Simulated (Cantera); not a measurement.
Feed: 1 mol Nb₂O₅, 150 mol H₂, 0.56 mol H₂O, equilibrated at 32.0 Pa.

Method: chemical equilibrium by Gibbs-energy minimisation in Cantera with the NASA 1993 tables (ideal gas, pure condensed phases). Candidate condensed phases: H₂O, Nb, NbO, NbO₂, Nb₂O₅; 12 gas species. Mutual solubility and eutectic melting of coexisting phases are not modelled. Condensed phases not in the tables: the oxides between NbO₂ and Nb₂O₅. Kinetics and transport are ignored.

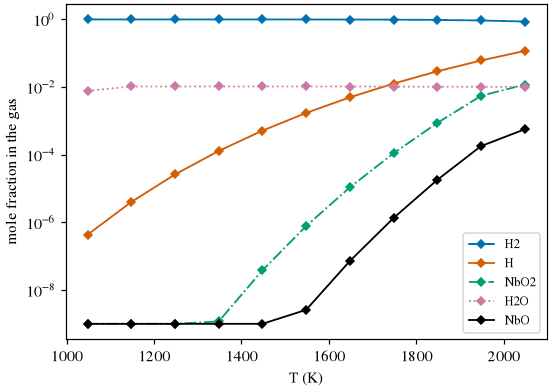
Figure: Equilibrium gas composition (values under 1e-9 drawn at 1e-9)

### Question
Read off the mole fractions at 1748 K.

### Answer
H₂ about 0.98, H about 0.013, H₂O about 0.010, NbO₂ about 0.00011, NbO about 1.3e-6.
